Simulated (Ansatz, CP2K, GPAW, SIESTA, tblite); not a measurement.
# Which run comes nearest? Liquid (Na,Li)Cl at 1300 K (154 atoms)

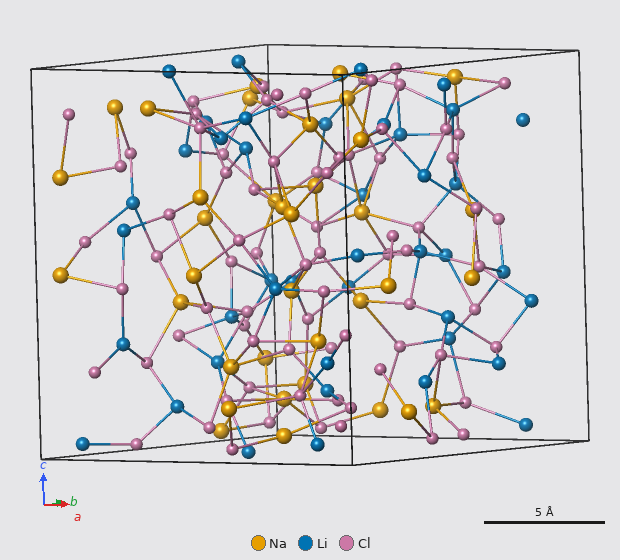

The cell (sodium orange, lithium blue, chlorine pink). Bonds to atoms that aren't drawn are left out. Some periodic images of atoms are drawn too.

Density of this cell: 1.46 g/cm³. The cell holds 154 atoms: 36 Na, 41 Li and 77 Cl. Its edges and angles: a = 16.352 Å, b = 16.352 Å, c = 16.352 Å, α = 90.0°, β = 90.0°, γ = 90.0°. 154 atoms (36 Na, 41 Li, 77 Cl) placed at random at 1.46 g/cm³, melted at 1800 K for 10 ps at fixed volume with the Lennard-Jones and Coulomb ion parameters for SPC/E (Joung and Cheatham, J. Phys. Chem. B 112, 9020 (2008)), full charges. Snapshot at the end of a hold of 20 ps at 1300 K and fixed volume. Then every atom was moved at random, 0.03 Å r.m.s. a Cartesian component.

Geometry: as built.

The reference, a calculation:

| Item | Value |
| --- | --- |
| method | Kohn-Sham DFT, PBE, PAW, plane waves (Ansatz 0.2.0); cutoff 420 eV, Γ point, fermi-dirac smearing of 0.05 eV; PAW set soft_2 |
| r.m.s. force component | 0.3027 eV/Å |
| longest force | 1.62 eV/Å |
| pressure | -1.353 GPa |
| gap (highest filled to lowest empty level) | 3.105 eV |
| SCF cycles | 7 |
| time | 62 s on 8 threads of Arm Neoverse V2, shared host |
| CPU time | 8 min |

Q: Estimate the differences from the reference, the CPU time and the memory of each run.
- SIESTA PBE, DZP, shift 0.01 Ry, mesh 500 Ry (SIESTA 5.4.2; 4 MPI ranks)
- SIESTA PBE, DZ, shift 0.01 Ry, mesh 500 Ry (SIESTA 5.4.2; 2 MPI ranks)
- SIESTA PBE, SZ, shift 0.02 Ry, mesh 500 Ry (SIESTA 5.4.2; 1 thread)
- SIESTA PBE, SZ, shift 0.01 Ry, mesh 500 Ry (SIESTA 5.4.2; 1 thread)
- GPAW PBE, LCAO dzp, h 0.2 Å (GPAW 26.7.0; 2 MPI ranks)
- CP2K GFN1-xTB, OT DIIS (CP2K 2026.2; 2 threads)
- tblite GFN1-xTB (tblite 0.8.0; 1 thread)
- GPAW PBE, LCAO sz(dzp), h 0.2 Å (GPAW 26.7.0; 1 thread)

Differences are against the plane-wave reference, forces as r.m.s. over components; share is that over the reference's r.m.s. force, slope the least-squares factor from reference forces to these. Total energies of different programs have different zeros and aren't compared.

```csv
run,"Δ force, r.m.s. (meV/Å)",share (%),slope,Δ pressure (GPa),Δ gap (eV),cores,CPU time,memory (GiB)
reference,-,-,-,-,-,8,8 min,6.6
"SIESTA PBE, DZP, shift 0.01 Ry, mesh 500 Ry",38.5,12.7,1.048,-1.03,-0.138,4,12 min,6.1
"SIESTA PBE, DZ, shift 0.01 Ry, mesh 500 Ry (coarse)",122,40.2,1.145,-2.56,-0.606,2,5.1 min,3.4
"SIESTA PBE, SZ, shift 0.02 Ry, mesh 500 Ry (coarse)",149,49.3,1.035,-3.99,-1.50,1,3.7 min,2.2
"SIESTA PBE, SZ, shift 0.01 Ry, mesh 500 Ry (coarse)",123,40.7,1.099,-2.27,-1.23,1,4.1 min,2.5
"GPAW PBE, LCAO dzp, h 0.2 Å",44.0,14.6,1.072,-,-0.144,2,7.1 min,3.7
"CP2K GFN1-xTB, OT DIIS",139,45.9,0.646,-2.66,-,2,13 s,0.83
tblite GFN1-xTB,131,43.3,0.659,-2.02,-,1,10 s,0.24
"GPAW PBE, LCAO sz(dzp), h 0.2 Å (coarse)",116,38.5,1.136,-,-0.720,1,1.9 min,2.7
```

Rows marked coarse were listed beforehand as settings not expected to be converged; some can still land near the reference.

CPU time is summed over cores on a shared host, where runs went side by side, so it is rough. Symmetry, cutoffs, thresholds, outputs and thread counts weren't matched or tuned between programs; memory under MPI is the largest rank's times the ranks.

The PBE runs in local orbitals, coarse settings apart, differ by 13 % (SIESTA PBE, DZP, shift 0.01 Ry, mesh 500 Ry) to 15 % (GPAW PBE, LCAO dzp, h 0.2 Å); basis, grid and potentials can all enter. Tight binding differs by 43 % (tblite GFN1-xTB) to 46 % (CP2K GFN1-xTB, OT DIIS); it is another model, with fitted parameters of its own, and the xTB methods hold dispersion. Runs with settings chosen to be coarse differ by 38 % (GPAW PBE, LCAO sz(dzp), h 0.2 Å) to 49 % (SIESTA PBE, SZ, shift 0.02 Ry, mesh 500 Ry), their programs' other errors included. Of the electronic-structure runs that take under half the reference's CPU time, GPAW PBE, LCAO sz(dzp), h 0.2 Å comes nearest, at 38 % in 1.9 min against 8 min. Periodic xTB results under one method name differ between programs and library versions. The network of bonds at the start is that of the classical potential that made the cell, and needn't be the one that DFT or experiment would give. The electronic-structure runs sample only Γ, in a cell whose shortest periodic width is 16 Å.

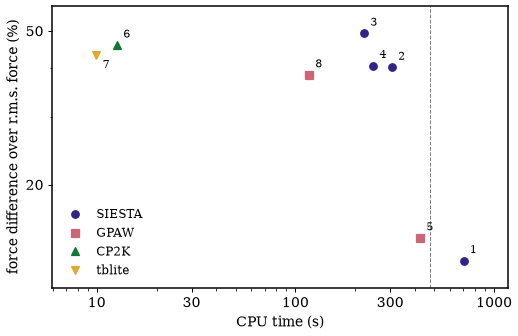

Force difference against CPU time; the dashed line marks the reference's time. Points: 1 SIESTA PBE, DZP, shift 0.01 Ry, mesh 500 Ry; 2 SIESTA PBE, DZ, shift 0.01 Ry, mesh 500 Ry; 3 SIESTA PBE, SZ, shift 0.02 Ry, mesh 500 Ry; 4 SIESTA PBE, SZ, shift 0.01 Ry, mesh 500 Ry; 5 GPAW PBE, LCAO dzp, h 0.2 Å; 6 CP2K GFN1-xTB, OT DIIS; 7 tblite GFN1-xTB; 8 GPAW PBE, LCAO sz(dzp), h 0.2 Å.

[Logs are printed without paths, hosts, clocks, repeated set-up lines and the standing remarks that a program may print on its own settings, such as how far it seeks lower states.]

[Hosts, paths, dates, database ids (printed as entryN), source tags and the programs' standing remarks are cut or masked in the printed files.]
